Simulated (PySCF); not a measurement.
# One shape, several levels: BH2ClO (SMILES OBCl)

Aim: a comparison of 6 runs (HF/3-21G, B3LYP/6-31G*, PBE0/def2-SVP, CAM-B3LYP/aug-cc-pVDZ, SVWN5/pcseg-2, MP2/cc-pVTZ) of BH2ClO. Input form: a Python script.

The results are computed with PySCF 2.14.0.

**1. The system as given**

BH2ClO: 5 atoms, total charge 0, spin state singlet. As SMILES, `OBCl`. The shape is that of a PBE0-D4/def2-TZVP optimisation. This is one conformer, not always the lowest.

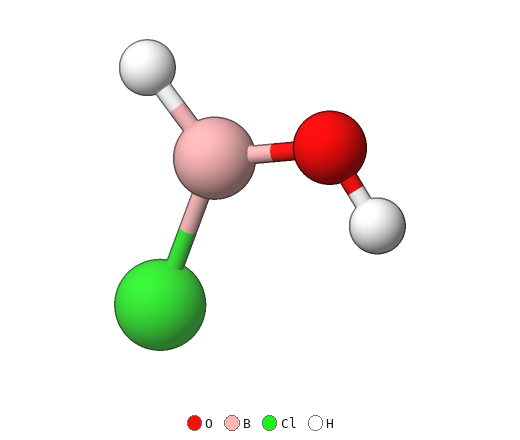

The structure, seen from a chosen angle (oxygen red, boron pink, chlorine green, hydrogen white).

**2. Energy and gradient at HF/3-21G (run 1)**

File calc.py:

```python
# OBCl
import pyscf.grad
from pyscf import gto

system = gto.Mole()
system.atom = '''
O       -0.863300      -0.618600      -0.002900
B        0.379000      -0.137200       0.137900
Cl       0.788600       1.496000      -0.395300
H       -1.477700       0.001200      -0.409700
H        1.223300      -0.815100       0.628600
'''
system.spin = 0
system.basis = '3-21g'
system.verbose = 3
system.max_memory = 1860
system.build()

calc0 = system.RHF()
calc0.conv_tol = 1e-10
calc0.kernel()
if not calc0.converged:
    calc0 = calc0.newton().run(calc0.mo_coeff, calc0.mo_occ)

etot = calc0.e_tot
print('E(%s) = %.9f' % ('HF', etot))
grad = calc0.Gradients().kernel()
calc0.analyze()
```

The run is started by

```
$ OMP_NUM_THREADS=1 python calc.py
```

Output:

```text
converged SCF energy = -557.534694804434
[... 14 lines left out ...]
MO #5   energy= -7.96248966998924  occ= 2
[... 5 lines left out ...]
MO #11  energy= -0.654766420420223 occ= 2
[... 5 lines left out ...]
MO #17  energy= 0.1342910584486    occ= 0
[... 5 lines left out ...]
MO #23  energy= 0.622644838208322  occ= 0
[... 5 lines left out ...]
MO #29  energy= 1.00971387212412   occ= 0
[... 5 lines left out ...]
MO #35  energy= 3.28641948185976   occ= 0
[... 6 lines left out ...]
Dipole moment(X, Y, Z, Debye): -1.39596, -0.30632, -0.25022
```

It took 2.1 s on 1 thread of Intel Xeon at 2.50GHz (Skylake/Cascade Lake), shared host; peak memory 0.12 GiB.

**3. Energy and gradient at B3LYP/6-31G(d) (Cartesian functions) (run 2)**

File calc.py:

```python
from pyscf import gto, dft

mol = gto.M(
    atom=[
    ('O', (-0.863300, -0.618600, -0.002900)),
    ('B', (0.379000, -0.137200, 0.137900)),
    ('Cl', (0.788600, 1.496000, -0.395300)),
    ('H', (-1.477700, 0.001200, -0.409700)),
    ('H', (1.223300, -0.815100, 0.628600)),
],
    spin=0,
    verbose=4,
    basis='6-31g*',
    cart=True,
    max_memory=1860,
)

myscf = dft.RKS(mol)
myscf.xc = 'b3lyp'
myscf.conv_tol = 1e-10
myscf.grids.level = 5
myscf.kernel()
if not myscf.converged:
    myscf = myscf.newton().run(myscf.mo_coeff, myscf.mo_occ)

energy = myscf.e_tot
print('Final energy', energy)
grad = myscf.nuc_grad_method().kernel()
myscf.analyze()
```

The run is started by

```
$ OMP_NUM_THREADS=1 python calc.py
```

Output:

```text
PySCF version 2.14.0

[... 92 lines left out ...]
Two-electron Energy =                  295.285415188232491
[... 12 lines left out ...]
MO #9   energy= -0.838008756723441 occ= 2
[... 10 lines left out ...]
MO #20  energy= 0.202165116849081  occ= 0
[... 10 lines left out ...]
MO #31  energy= 0.787323354192664  occ= 0
[... 10 lines left out ...]
MO #42  energy= 1.40912839240542   occ= 0
[... 10 lines left out ...]
MO #53  energy= 4.28252071246629   occ= 0
[... 61 lines left out ...]
Dipole moment(X, Y, Z, Debye): -1.27412,  0.05382, -0.35948
```

Wall time 19 s (1 thread of Intel Xeon at 2.50GHz (Skylake/Cascade Lake), shared host); peak memory 0.54 GiB.

Runs 3 to 5 aren't shown in full; the table further down has their settings and results.

**4. Energy and forces at MP2/cc-pVTZ (run 6)**

File run.py:

```python
# OBCl
import pyscf.grad
from pyscf import gto, mp

mol = gto.Mole()
mol.atom = '''
O   -0.863300  -0.618600  -0.002900
B    0.379000  -0.137200   0.137900
Cl   0.788600   1.496000  -0.395300
H   -1.477700   0.001200  -0.409700
H    1.223300  -0.815100   0.628600
'''
mol.basis = 'cc-pvtz'
mol.verbose = 3
mol.spin = 0
mol.max_memory = 1860
mol.charge = 0
mol.build()

mf = mol.RHF()
mf.conv_tol = 1e-10
mf.kernel()
if not mf.converged:
    mf = mf.newton().run(mf.mo_coeff, mf.mo_occ)

pt = mp.MP2(mf, frozen=7).run()
energy = pt.e_tot
print('E(%s) = %.9f' % ('MP2', energy))
grad = pt.Gradients().kernel()
mf.analyze()
```

The run is started by

```
$ OMP_NUM_THREADS=1 python run.py
```

Output:

```text
converged SCF energy = -560.367163597746
[... 28 lines left out ...]
MO #17  energy= 0.120874178360104  occ= 0
[... 20 lines left out ...]
MO #38  energy= 0.826523910102194  occ= 0
[... 20 lines left out ...]
MO #59  energy= 1.98995554787312   occ= 0
[... 20 lines left out ...]
MO #80  energy= 2.78687807769722   occ= 0
[... 20 lines left out ...]
MO #101 energy= 4.66902175658138   occ= 0
[... 20 lines left out ...]
MO #122 energy= 12.2678813781772   occ= 0
[... 6 lines left out ...]
Dipole moment(X, Y, Z, Debye): -0.94290,  0.10728, -0.29249
```

Wall time 64 s (1 thread of Intel Xeon at 2.50GHz (Skylake/Cascade Lake), shared host); peak memory 2 GiB.

**5. All runs side by side**

| run | level | Cartesian functions | integration grid | energy (Eh) | dipole moment (D) of the reference | HOMO energy (eV) | LUMO energy (eV) | wall time |
| --- | --- | --- | --- | --- | --- | --- | --- | --- |
| 1 | HF/3-21G | no | – | -557.534695 | 1.45 | -12.66 | 3.65 | 2.1 s |
| 2 | B3LYP/6-31G* (Cartesian functions) | yes | 5 | -561.561209 | 1.32 | -8.73 | -0.21 | 19 s |
| 3 | PBE0/def2-SVP | no | 5 | -561.078559 | 1.33 | -8.96 | -0.07 | 17 s |
| 4 | CAM-B3LYP/aug-cc-pVDZ | no | 5 | -561.558521 | 1.04 | -10.60 | 0.26 | 59 s |
| 5 | SVWN5/pcseg-2 | no | 5 | -559.325606 | 1.19 | -7.90 | -1.73 | 56 s |
| 6 | MP2/cc-pVTZ | no | – | -560.897573 | 0.99 | -12.55 | 3.29 | 64 s |

**6. Summary of results**

```
                                          quantity          value
                               run 6: total energy  -560.89757 Eh
       run 6: dipole moment (Hartree–Fock density)         0.99 D
        run 6: HOMO energy (Hartree–Fock orbitals)      -12.55 eV
        run 6: LUMO energy (Hartree–Fock orbitals)        3.29 eV
      run 6: HOMO–LUMO gap (Hartree–Fock orbitals)       15.84 eV
run 6: correlation energy (7 core orbitals frozen)     -530.4 mEh
                   run 6: largest force on an atom     0.388 eV/Å
```

What this shows: Over runs 1, 2, 3, 4, 5 the dipole moment (its size) runs from 1.04 D (CAM-B3LYP/aug-cc-pVDZ) to 1.45 D (HF/3-21G). The two ends differ in method and basis. Over runs 1, 2, 3, 4, 5 the HOMO–LUMO gap runs from 6.17 eV (SVWN5/pcseg-2) to 16.32 eV (HF/3-21G). Totals of different functionals can't be ranked against each other. All runs together took 3.6 min, the longest 64 s.
